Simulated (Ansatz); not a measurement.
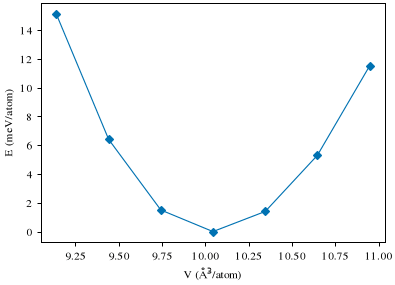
*MgH2 (rutile, space group No. 136) under volume change, DFT-r²SCAN in the program Ansatz with PAW potentials, shape and atoms relaxed at each volume.*

Question: What does a third-order Birch–Murnaghan fit give for V₀, B₀ and B′?

Answer: V₀ = 10.04 Å³/atom, B₀ = 51.5 GPa, B′ = 3.6.

Space group P4_2/mnm (rutile). Symmetry was held in the r²SCAN relaxation; phonons on a q-mesh show no instability.

Potentials: the later of the program's two PAW sets.
